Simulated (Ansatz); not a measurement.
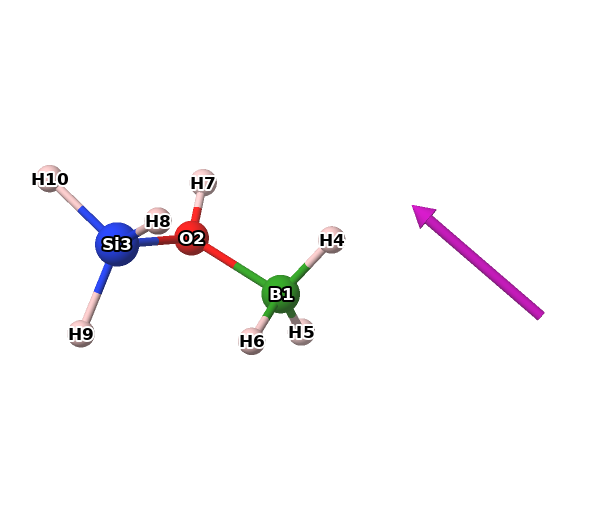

The arrow beside the molecule shows the direction of the dipole moment, from the negative to the positive end (its length means nothing). The computed structure is the end point of a PBE0-D4/def2-TZVP optimisation. Method: RKS r2SCAN-D4/def2-TZVPP (Ansatz 0.2.0).

### How large is the dipole moment?

3.92 D; it points from the side of H5 to the side of H10 (the outermost atoms at the two ends).
